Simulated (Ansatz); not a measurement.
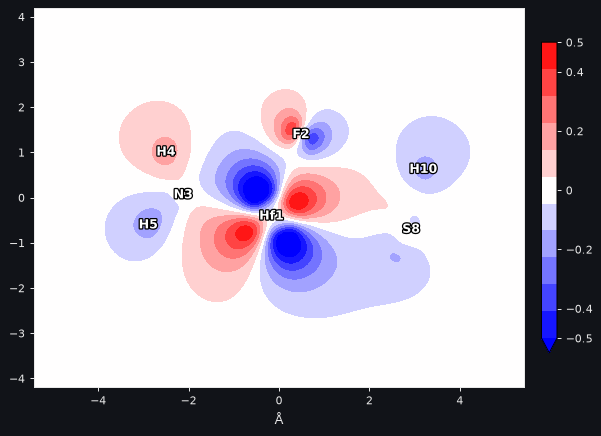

The picture shows: Cl$_{2}$FH$_{4}$HfNS. The LUMO on the plane of atoms H4, N3 and H5 (values in Å⁻³ᐟ²; the overall sign is arbitrary).

Core potentials replace the inner electrons of Hf.

All numbers below come from RKS B3LYP-D4/def2-SVP (Ansatz).

Input

```
crystal:
  periodic: [false, false, false]
  atoms:
    - { symbol: Hf, position_ang: [0.101032, 0.108986, -0.254847] }
    - { symbol: F, position_ang: [-0.003369, -0.241103, 1.668048] }
    - { symbol: "N", position_ang: [2.064376, 0.029971, -0.65449] }
    - { symbol: H, position_ang: [2.732889, -0.638442, -0.264547] }
    - { symbol: H, position_ang: [2.54677, 0.619105, -1.332343] }
    - { symbol: Cl, position_ang: [-0.506531, 2.237987, -1.067403] }
    - { symbol: Cl, position_ang: [-0.848409, -1.749886, -1.373363] }
    - { symbol: S, position_ang: [-3.248413, 0.101118, 1.413648] }
    - { symbol: H, position_ang: [-3.350601, -1.183315, 1.003345] }
    - { symbol: H, position_ang: [-2.081245, -0.15722, 2.105052] }
basis:
  gaussian: { orbitals: def2-SVP }
hamiltonian:
  xc: b3lyp
  dispersion: d4
relax:
  f_tol: 0.03
  max_steps: 50
output:
  orbitals: {}
```

Command:

```sh
ansatz run input.yaml --threads 4 --pin off --max-ram 5120MiB --backend cpu --events-out ev --progress --plain --runs-dir out
```

The fields are those of the run's last geometry, not of the input's.

Question: Where does this orbital lie, and at what energy?

Answer: It lies mainly on Hf1 (about 65 %), F2 (about 5 %) and Cl6 (about 5 %). Its energy is −1.26 eV.
